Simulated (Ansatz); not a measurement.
# Cl₃H₃HfO: search for a transition state, part 2 of 2

Ansatz 0.2.0, Gaussian basis; PBE0-D4. Earlier steps stand in the parts before.

## (8) Relaxing after a step of 0.30 Å the other way along the mode

The input, downb/in.yaml:

```yaml
crystal:
  periodic: [false, false, false]
  atoms:
    - {symbol: Hf, position_ang: [-0.351003, 0.087827, -0.503138]}
    - {symbol: O, position_ang: [0.418142, -0.959936, 1.061874]}
    - {symbol: Cl, position_ang: [0.746785, -1.268084, -2.017585]}
    - {symbol: Cl, position_ang: [-2.658509, -0.260759, -0.353622]}
    - {symbol: Cl, position_ang: [-0.230081, 2.175986, -1.630852]}
    - {symbol: H, position_ang: [0.465593, 0.550244, 1.287061]}
    - {symbol: H, position_ang: [0.440587, 1.209139, 1.059123]}
    - {symbol: H, position_ang: [1.168585, -1.534316, 1.097238]}
basis:
  gaussian: {orbitals: def2-TZVP}
hamiltonian: {xc: pbe0, dispersion: d4}
relax: {f_tol: 0.005, max_steps: 200}
```

On the command line:

```bash
ansatz run in.yaml --threads 8 --pin off --events-out ev --progress --plain --max-ram 19148MiB
```

Log:

```text
Functional definition: PBE0
  name "PBE0"
  cite "Adamo & Barone, J. Chem. Phys. 110, 6158 (1999) doi:10.1063/1.478522"
  cite "Perdew, Burke & Ernzerhof, Phys. Rev. Lett. 77, 3865 (1996) doi:10.1103/PhysRevLett.77.3865"
  parent pbe
  parameter a = 0.25
  parameter kappa = 0.804
  parameter beta = 0.06672455060314922
  exchange = (1 - a)*pbe_x(kappa = kappa, mu = beta*pi^2/3) + a*exact_x
  correlation = pbe_c(beta = beta)
1480 factors; their error is unknown
mean field evaluation 1: about -40958.0209 eV, gradient 6.0e1 eV
mean field evaluation 2: about -40916.3586 eV, gradient 1.6e2 eV
mean field evaluation 4: about -40964.2365 eV, gradient 6.3e0 eV
mean field evaluation 8: about -40964.3172 eV, gradient 2.4e-1 eV
mean field evaluation 16: about -40964.4397 eV, gradient 1.9e-4 eV
mean field -40964.43966405 eV, -1505.4153909593 hartree, gradient 1.8e-5 eV, S^2 0.000000; 0 other end points of the search recorded, 0 dependent functions left out
the calculation of the forces begins
reference -40964.43969740 eV, -1505.4153921848 hartree; 37, 37 occupied and 163, 163 virtual orbitals, 1480 factors
relax step   1: F+E_penalty+E_count = -40964.62351096 eV  Δ(F+E_penalty+E_count) = +0.000e0 eV  max|allowed force component| = 4.463e0 eV/Å  Δτ_max = 0.0000 Å  (29 SCF iters, accepted)
these checks for a lower state are left out or cut short: starts, cluster_reference, orbital_swaps, neighbouring_geometries, increment
1480 factors; their error is unknown
mean field -40964.97710660 eV, -1505.4351416090 hartree, gradient 1.4e-5 eV, S^2 0.000000; 0 other end points of the search recorded, 0 dependent functions left out
the calculation of the forces begins
reference -40964.97714034 eV, -1505.4351428486 hartree; 37, 37 occupied and 163, 163 virtual orbitals, 1480 factors
relax step   2: F+E_penalty+E_count = -40965.17271408 eV  Δ(F+E_penalty+E_count) = -5.492e-1 eV  max|allowed force component| = 9.228e-1 eV/Å  Δτ_max = 0.1946 Å  (36 SCF iters, accepted)
these checks for a lower state are left out or cut short: starts, cluster_reference, orbital_swaps, neighbouring_geometries, increment
1480 factors; their error is unknown
mean field evaluation 32: about -40965.2471 eV, gradient 8.1e-5 eV
mean field -40965.24709738 eV, -1505.4450635868 hartree, gradient 1.2e-5 eV, S^2 0.000000; 0 other end points of the search recorded, 0 dependent functions left out
the calculation of the forces begins
reference -40965.24713166 eV, -1505.4450648468 hartree; 37, 37 occupied and 163, 163 virtual orbitals, 1480 factors
relax step   3: F+E_penalty+E_count = -40965.44873914 eV  Δ(F+E_penalty+E_count) = -2.760e-1 eV  max|allowed force component| = 1.475e0 eV/Å  Δτ_max = 0.1966 Å  (35 SCF iters, accepted)
[... from here on, the SCF cycles and remarks between the steps are left out ...]
relax step   4: F+E_penalty+E_count = -40965.63616558 eV  Δ(F+E_penalty+E_count) = -1.874e-1 eV  max|allowed force component| = 5.574e-1 eV/Å  Δτ_max = 0.1949 Å  (36 SCF iters, accepted)
relax step   5: F+E_penalty+E_count = -40965.74408692 eV  Δ(F+E_penalty+E_count) = -1.079e-1 eV  max|allowed force component| = 4.548e-1 eV/Å  Δτ_max = 0.1949 Å  (35 SCF iters, accepted)
relax step   6: F+E_penalty+E_count = -40965.84185063 eV  Δ(F+E_penalty+E_count) = -9.776e-2 eV  max|allowed force component| = 6.144e-1 eV/Å  Δτ_max = 0.1951 Å  (36 SCF iters, accepted)
relax step   7: F+E_penalty+E_count = -40965.91415454 eV  Δ(F+E_penalty+E_count) = -7.230e-2 eV  max|allowed force component| = 7.291e-1 eV/Å  Δτ_max = 0.1951 Å  (35 SCF iters, accepted)
relax step   8: F+E_penalty+E_count = -40965.96137254 eV  Δ(F+E_penalty+E_count) = -4.722e-2 eV  max|allowed force component| = 1.581e-1 eV/Å  Δτ_max = 0.2000 Å  (36 SCF iters, accepted)
relax step   9: F+E_penalty+E_count = -40965.98223239 eV  Δ(F+E_penalty+E_count) = -2.086e-2 eV  max|allowed force component| = 3.013e-1 eV/Å  Δτ_max = 0.1960 Å  (36 SCF iters, accepted)
relax step  10: F+E_penalty+E_count = -40965.99627733 eV  Δ(F+E_penalty+E_count) = -1.404e-2 eV  max|allowed force component| = 4.283e-1 eV/Å  Δτ_max = 0.2000 Å  (36 SCF iters, accepted)
relax step  11: F+E_penalty+E_count = -40966.01592010 eV  Δ(F+E_penalty+E_count) = -1.964e-2 eV  max|allowed force component| = 2.517e-1 eV/Å  Δτ_max = 0.1604 Å  (37 SCF iters, accepted)
relax step  12: F+E_penalty+E_count = -40966.02187643 eV  Δ(F+E_penalty+E_count) = -5.956e-3 eV  max|allowed force component| = 1.975e-2 eV/Å  Δτ_max = 0.0923 Å  (31 SCF iters, accepted)
relax step  13: F+E_penalty+E_count = -40965.92670763 eV  Δ(F+E_penalty+E_count) = +9.517e-2 eV  max|allowed force component| = 1.381e0 eV/Å  Δτ_max = 0.1930 Å  (37 SCF iters, rejected (line search))
relax step  14: F+E_penalty+E_count = -40966.02334381 eV  Δ(F+E_penalty+E_count) = -1.467e-3 eV  max|allowed force component| = 1.411e-2 eV/Å  Δτ_max = 0.0771 Å  (31 SCF iters, accepted)
relax step  15: F+E_penalty+E_count = -40966.02205326 eV  Δ(F+E_penalty+E_count) = +1.291e-3 eV  max|allowed force component| = 2.819e-1 eV/Å  Δτ_max = 0.0976 Å  (31 SCF iters, rejected (line search))
relax step  16: F+E_penalty+E_count = -40966.02396086 eV  Δ(F+E_penalty+E_count) = -6.171e-4 eV  max|allowed force component| = 2.965e-2 eV/Å  Δτ_max = 0.0441 Å  (30 SCF iters, accepted)
relax step  17: F+E_penalty+E_count = -40966.02426041 eV  Δ(F+E_penalty+E_count) = -2.995e-4 eV  max|allowed force component| = 8.670e-2 eV/Å  Δτ_max = 0.0492 Å  (32 SCF iters, accepted)
relax step  18: F+E_penalty+E_count = -40966.02460833 eV  Δ(F+E_penalty+E_count) = -3.479e-4 eV  max|allowed force component| = 1.192e-1 eV/Å  Δτ_max = 0.0448 Å  (31 SCF iters, accepted)
relax step  19: F+E_penalty+E_count = -40966.02557246 eV  Δ(F+E_penalty+E_count) = -9.641e-4 eV  max|allowed force component| = 4.549e-3 eV/Å  Δτ_max = 0.0485 Å  (31 SCF iters, accepted)
relax step  20: F+E_penalty+E_count = -40966.02572045 eV  Δ(F+E_penalty+E_count) = -1.480e-4 eV  max|allowed force component| = 6.348e-2 eV/Å  Δτ_max = 0.0583 Å  (32 SCF iters, accepted)
relax step  21: F+E_penalty+E_count = -40966.02587340 eV  Δ(F+E_penalty+E_count) = -1.529e-4 eV  max|allowed force component| = 3.521e-2 eV/Å  Δτ_max = 0.0117 Å  (32 SCF iters, accepted)
relax step  22: F+E_penalty+E_count = -40966.02613035 eV  Δ(F+E_penalty+E_count) = -2.570e-4 eV  max|allowed force component| = 1.389e-2 eV/Å  Δτ_max = 0.0258 Å  (32 SCF iters, accepted)
relax step  23: F+E_penalty+E_count = -40966.02620612 eV  Δ(F+E_penalty+E_count) = -7.577e-5 eV  max|allowed force component| = 1.574e-3 eV/Å  Δτ_max = 0.0195 Å  (34 SCF iters, accepted)
relax step  24: F+E_penalty+E_count = -40966.01911211 eV  Δ(F+E_penalty+E_count) = +7.094e-3 eV  max|allowed force component| = 5.543e-1 eV/Å  Δτ_max = 0.1061 Å  (32 SCF iters, rejected (line search))
relax step  25: F+E_penalty+E_count = -40966.02584054 eV  Δ(F+E_penalty+E_count) = +3.656e-4 eV  max|allowed force component| = 1.351e-1 eV/Å  Δτ_max = 0.0519 Å  (31 SCF iters, rejected (line search))
relax step  26: F+E_penalty+E_count = -40966.02625891 eV  Δ(F+E_penalty+E_count) = -5.279e-5 eV  max|allowed force component| = 2.506e-2 eV/Å  Δτ_max = 0.0253 Å  (33 SCF iters, accepted)
relax step  27: F+E_penalty+E_count = -40966.02628372 eV  Δ(F+E_penalty+E_count) = -2.481e-5 eV  max|allowed force component| = 1.999e-2 eV/Å  Δτ_max = 0.0093 Å  (34 SCF iters, accepted)
relax step  28: F+E_penalty+E_count = -40966.02626016 eV  Δ(F+E_penalty+E_count) = +2.357e-5 eV  max|allowed force component| = 3.826e-2 eV/Å  Δτ_max = 0.0296 Å  (33 SCF iters, rejected (line search))
relax step  29: F+E_penalty+E_count = -40966.02632003 eV  Δ(F+E_penalty+E_count) = -3.630e-5 eV  max|allowed force component| = 5.191e-3 eV/Å  Δτ_max = 0.0145 Å  (34 SCF iters, accepted)
relax step  30: F+E_penalty+E_count = -40966.02632476 eV  Δ(F+E_penalty+E_count) = -4.734e-6 eV  max|allowed force component| = 1.485e-2 eV/Å  Δτ_max = 0.0198 Å  (33 SCF iters, accepted)
relax step  31: F+E_penalty+E_count = -40966.02633513 eV  Δ(F+E_penalty+E_count) = -1.037e-5 eV  max|allowed force component| = 1.258e-2 eV/Å  Δτ_max = 0.0030 Å  (34 SCF iters, accepted)
these checks for a lower state are left out or cut short: starts, cluster_reference, orbital_swaps, neighbouring_geometries, increment
1480 factors; their error is unknown
mean field -40965.83555356 eV, -1505.4666889529 hartree, gradient 6.6e-6 eV, S^2 0.000000; 0 other end points of the search recorded, 0 dependent functions left out
the calculation of the forces begins
reference -40965.83559032 eV, -1505.4666903034 hartree; 37, 37 occupied and 163, 163 virtual orbitals, 1480 factors
relax step  32: F+E_penalty+E_count = -40966.02634127 eV  Δ(F+E_penalty+E_count) = -6.148e-6 eV  max|allowed force component| = 2.521e-3 eV/Å  Δτ_max = 0.0019 Å  (35 SCF iters, accepted)
1480 factors; their error is unknown
mean field evaluation 256: about -40965.7119 eV, gradient 1.4e-1 eV
mean field -40965.83555356 eV, -1505.4666889529 hartree, gradient 3.2e-5 eV, S^2 0.000000; 1 other end points of the search recorded, 0 dependent functions left out
the calculation of the forces begins
reference -40965.83559032 eV, -1505.4666903034 hartree; 37, 37 occupied and 163, 163 virtual orbitals, 1480 factors
Total energy: -40966.02637802 eV, -1505.4737016224 hartree
Atom 0 at    -0.193492    -0.393935    -0.932884 Å, force     0.000970    -0.000089    -0.000784 eV/Å
Atom 1 at     0.908513    -1.148398     0.392079 Å, force     0.000660    -0.000695     0.000275 eV/Å
Atom 2 at    -0.185664    -1.793847    -2.803135 Å, force    -0.000451     0.000489     0.000011 eV/Å
Atom 3 at    -2.378680    -0.204135    -0.122857 Å, force    -0.000342    -0.000142     0.000310 eV/Å
Atom 4 at     0.634486     1.706607    -1.541265 Å, force    -0.000095    -0.000361    -0.000043 eV/Å
Atom 5 at    -0.409823     1.484255     2.116066 Å, force     0.002474     0.001995    -0.001489 eV/Å
Atom 6 at     0.159101     1.869289     1.822494 Å, force    -0.002521    -0.002112     0.001579 eV/Å
Atom 7 at     1.465657    -1.519737     1.069601 Å, force    -0.000695     0.000916     0.000141 eV/Å
Dipole moment:     0.351368    -0.217280     0.451731 e Å
```

It took 69 s on 8 threads of Arm Neoverse V2, shared host; peak memory 0.7 GiB.

Along the way: (the energy doesn't fall at every step)

| step | energy from step 1 (eV) | largest force component (eV/Å) |
| --- | --- | --- |
| 1 | 0.0000 | 4.4634 |
| 2 | -0.5492 | 0.9228 |
| 3 | -0.8252 | 1.4748 |
| 4 | -1.0127 | 0.5574 |
| 5 | -1.1206 | 0.4548 |
| 6 | -1.2183 | 0.6144 |
| 7 | -1.2906 | 0.7291 |
| 8 | -1.3379 | 0.1581 |
| 9 | -1.3587 | 0.3013 |
| 10 | -1.3728 | 0.4283 |
| 11 | -1.3924 | 0.2517 |
| 12 | -1.3984 | 0.0198 |
| 13 | -1.3032 | 1.3805 |
| 14 | -1.3998 | 0.0141 |
| 15 | -1.3985 | 0.2819 |
| 16 | -1.4005 | 0.0296 |
| 17 | -1.4007 | 0.0867 |
| 18 | -1.4011 | 0.1192 |
| 19 | -1.4021 | 0.0045 |
| 20 | -1.4022 | 0.0635 |
| 21 | -1.4024 | 0.0352 |
| 22 | -1.4026 | 0.0139 |
| 23 | -1.4027 | 0.0016 |
| 24 | -1.3956 | 0.5543 |
| 25 | -1.4023 | 0.1351 |
| 26 | -1.4027 | 0.0251 |
| 27 | -1.4028 | 0.0200 |
| 28 | -1.4027 | 0.0383 |
| 29 | -1.4028 | 0.0052 |
| 30 | -1.4028 | 0.0149 |
| 31 | -1.4028 | 0.0126 |
| 32 | -1.4028 | 0.0025 |

Close pairs (by a distance rule), those that changed most:

| bond | before (Å) | after (Å) | change (Å) |
| --- | --- | --- | --- |
| Hf1–H6 | 2.021 | 3.588 | +1.566 |
| Hf1–H7 | 2.080 | 3.583 | +1.504 |
| Hf1–O2 | 2.034 | 1.881 | -0.153 |
| H6–H7 | 0.698 | 0.747 | +0.049 |
| Hf1–Cl5 | 2.376 | 2.338 | -0.038 |
| Hf1–Cl3 | 2.310 | 2.336 | +0.026 |
| O2–H8 | 0.946 | 0.953 | +0.007 |
| Hf1–Cl4 | 2.338 | 2.338 | -0.000 |

## (9) What the saddle joins

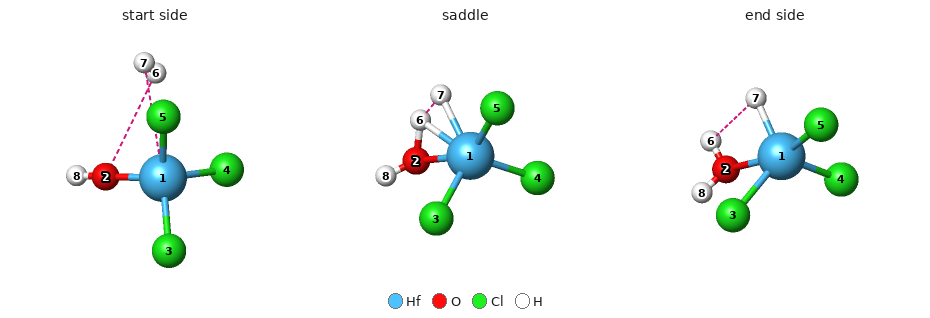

The minimum on the start side, the saddle and the minimum on the end side; broken lines mark the pairs that change.

| pair | start side (Å) | saddle (Å) | end side (Å) |
| --- | --- | --- | --- |
| Hf1–H7 | 3.583 | 2.008 | 1.845 |
| O2–H6 | 3.412 | 1.199 | 0.962 |
| Hf1–O2 | 1.881 | 2.133 | 2.328 |
| H6–H7 | 0.747 | 1.058 | 2.337 |

## (10) Results

The summary covers parts 1 to 2.

| quantity | value |
| --- | --- |
| imaginary mode | 1124i cm⁻¹ |
| barrier from the start side | 32.7 kcal/mol |
| barrier from the end side | 10.5 kcal/mol |
| energy of the step | +22.2 kcal/mol |
| pairs that change | Hf1–H7 formed, O2–H6 formed, Hf1–O2 loosened, H6–H7 broken |
| zero-point energy at the saddle | 0.833 eV |

**Reading.** One imaginary mode, 1124i cm⁻¹, makes this a first-order saddle. It joins the planned start and end. A bond meant to break is only loosened at the end: the products stay bound as an adduct. At PBE0-D4/def2-TZVP the electronic barrier is 32.7 kcal/mol, about 55 kT at 298 K, and the step runs 22.2 kcal/mol uphill. The barrier is thin enough for tunnelling; the leading (Wigner) term alone is a factor of 2.2 at 298 K. A step off the saddle overshot and began above it in energy, so the link to its end is likely but not proven.
